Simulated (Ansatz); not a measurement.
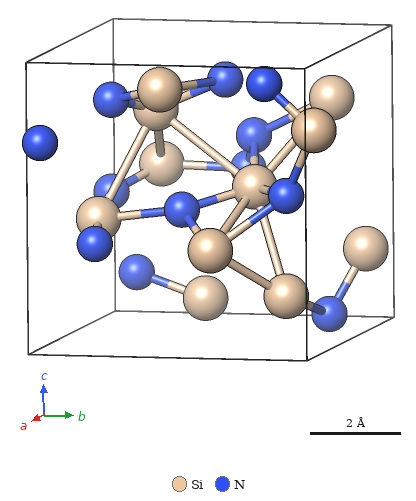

Starting frame of a dynamics run of an amorphous cell of composition Si11N12 (23 atoms in the cell). Style: ball-and-stick. Shown: the simulation cell, slightly off an axis. Bonds to atoms that aren't drawn are left out.

These are results of Ansatz 0.2.0, DFT PBE, scalar-relativistic, plane waves, PAW, not measurements.

The input:
```yaml
crystal:
  lattice:
    - [6.441899, 0.120905, 0.082939]
    - [0.120905, 6.595852, 0.110193]
    - [0.082939, 0.110193, 6.618272]
  atoms:
    - { symbol: Si, position: [0.7789006744, 0.5840139463, 0.3319102762] }
    - { symbol: Si, position: [0.0484399655, 0.183471148, 0.5122231681] }
    - { symbol: Si, position: [0.5560270375, 0.7853302393, 0.1471494036] }
    - { symbol: Si, position: [0.7154847966, 0.3874401103, 0.8693071112] }
    - { symbol: Si, position: [0.5727993788, 0.1194621003, 0.4007993243] }
    - { symbol: Si, position: [0.1624331983, 0.8305210396, 0.7687409803] }
    - { symbol: Si, position: [0.7223917308, 0.9411863896, 0.7427736515] }
    - { symbol: Si, position: [0.4246803081, 0.6342114522, 0.4985876328] }
    - { symbol: Si, position: [0.3651286045, 0.2629484397, 0.7507718357] }
    - { symbol: Si, position: [0.1156635605, 0.9340320165, 0.2472625773] }
    - { symbol: Si, position: [0.2663753224, 0.404849502, 0.0890734068] }
    - { symbol: "N", position: [0.6057355138, 0.1780844054, 0.8140674498] }
    - { symbol: "N", position: [0.4075540934, 0.5256481495, 0.8612708166] }
    - { symbol: "N", position: [0.8368883939, 0.187919565, 0.3549531299] }
    - { symbol: "N", position: [0.2751882278, 0.1614086237, 0.1742424455] }
    - { symbol: "N", position: [0.2688022184, 0.0712586526, 0.4469219805] }
    - { symbol: "N", position: [0.9708587496, 0.0362206952, 0.7175276424] }
    - { symbol: "N", position: [0.6581168751, 0.8199511182, 0.5064414435] }
    - { symbol: "N", position: [0.0060975342, 0.4798929309, 0.4972243736] }
    - { symbol: "N", position: [0.2294961553, 0.8376568443, 0.038648561] }
    - { symbol: "N", position: [0.1455136898, 0.5450407741, 0.6314240971] }
    - { symbol: "N", position: [0.5845475513, 0.4222747543, 0.4399636688] }
    - { symbol: "N", position: [0.7252657479, 0.7654767675, 0.898408996] }
  symmetry: { detect: false }
basis:
  ecutwfc: 420
  xc_grid: 1
kpoints:
  mp_grid: { grid: [1, 1, 1], shift: [0.25, 0.25, 0.25] }
hamiltonian:
  xc: pbe
scf:
  occupations: { method: fermi_dirac, width: 0.3447 }
  lower_state_search: "off"
  convergence: { dr2_threshold: 1.0e-05 }
output:
  forces: true
  stress: true
md:
  timestep: 2.0
  n_steps: 250
  ensemble: nvt_langevin
  friction: 0.03
  temperature: 4000.0
  initial_velocities: maxwell_boltzmann
  seed: 41757
```

Launched with:
```bash
ansatz run input.yaml --threads 2 --pin off --max-ram 5120MiB --backend cpu --events-out ev --progress --plain --runs-dir out
```

> Predict how the run goes.

The mean temperature in the second half is 4346 K (standard deviation 718 K). The potential energy in the second half lies on average 30.7 meV per atom above the first frame. The mean pressure there is 8.4 GPa. In the second half of the run the atoms are, in the root-mean-square, this far from where they began (common drift taken out): N 1.94 Å, Si 1.25 Å. That is a large part of the typical shortest distance between atoms in the first frame, about 1.7 Å and still growing: the atoms leave their places as in a liquid. Bond changes: 33 N–Si bonds break between 14 fs and 478 fs; 22 Si–Si bonds break between 38 fs and 498 fs; 31 N–Si bonds form between 46 fs and 500 fs; 19 Si–Si bonds form between 60 fs and 494 fs; 3 Si–Si contacts open and close in turn.

Along the run (each row but the first and the last is the mean over the interval that it begins):

```tsv
time (fs)	potential energy (meV/atom)	T (K)	p (GPa)
0.0	0.0	3826	7.0
50.0	-126.1	3795	1.7
100.0	-191.1	4342	8.1
150.0	-65.8	4683	10.4
200.0	73.1	5230	11.1
250.0	160.0	4393	13.0
300.0	68.1	5114	9.2
350.0	-44.8	4089	11.2
400.0	-36.2	3748	3.7
450.0	10.2	4394	4.9
500.0	-65.3	4149	9.1
```

The paths of the atoms:

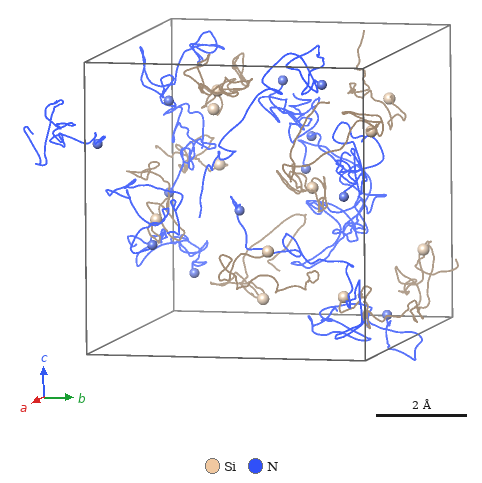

Limits of the set-up: the periodic images lie only 6.4 Å apart, so the values are limited by the cell's size.
